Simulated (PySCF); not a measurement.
C$_{4}$H$_{6}$AlClO$_{2}$

```xyz
14

C     2.5269    0.3805    0.0796
Al    0.8784   -0.0786   -0.9317
O    -0.4781    1.1197   -0.4813
C    -1.5751    0.9310    0.0746
Cl   -2.5835    2.3271    0.3069
C    -2.0630   -0.2903    0.5324
C    -1.2591   -1.4074    0.3846
O    -0.1056   -1.3990   -0.1350
H     2.5239    1.4030    0.4739
H     2.7218   -0.2727    0.9378
H     3.4071    0.3082   -0.5641
H     0.6730   -0.2930   -2.4384
H    -3.0317   -0.3573    0.9919
H    -1.6357   -2.3715    0.7465
```

Geometry: GFN2-xTB.

All numbers below come from PBE0/pcSseg-1, SCF density, gas phase, non-relativistic (PySCF).

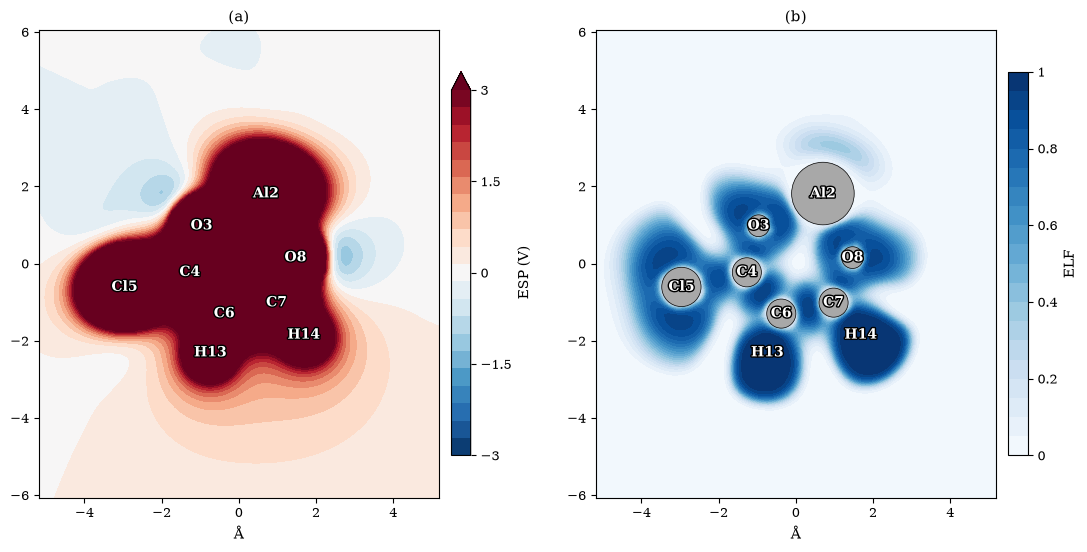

Figure 1. (a) molecular electrostatic potential; (b) electron localisation function on the plane of atoms C6, C7 and H14. Grey discs cover the atomic cores in the ELF map.

What do the fields say about this system?

Answer. The section cuts through Al, O, C, Cl and H sites.
C–O (1.24 Å): the ELF peaks at about 0.85 between the atoms: a short, strongly polar bond.
C–C (1.38 Å): the ELF peaks at about 0.95 between the atoms (localised, covalent bonding).
C–Cl (1.74 Å): the ELF peaks at about 0.90 between the atoms: localised, covalent bonding.
Al–O (1.83 Å): the ELF peaks at about 0.90 in the valence shell of O, 0.6 Å from its nucleus, and is about 0.50 at the midpoint.
C–H (1.07 Å): the ELF climbs to about 1 towards the hydrogen, as it does in any bond to H: a covalent bond by its length.
The ELF also peaks beside Cl5, O8 and O3, away from the bonds: lone-pair regions.
Outside the dense part of the molecule the potential is most negative (−1.1 V) near O8.

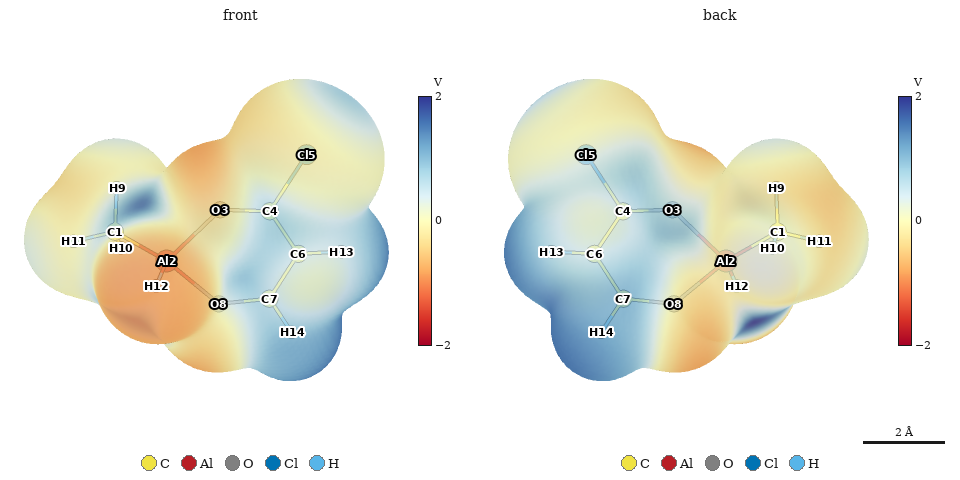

Figure 2. The electrostatic potential painted on the density surface at 0.002 e/bohr³, seen from the front and from behind; the colour scale runs from red (negative) to blue (positive).

Which sites attract a positive test charge, and which a negative one?

Answer. A positive charge is drawn to the negative regions and a negative charge to the positive ones. The most negative region (about −0.9 V) lies over H12, the most positive (about +1.6 V) over Al2, C7 and H14. Cl5 shows a σ-hole: about +0.8 V at the tip opposite its bond, against about −0.1 V on its flanks.

How polar is the molecule by this calculation?

Answer. Its dipole moment is 2.98 D.
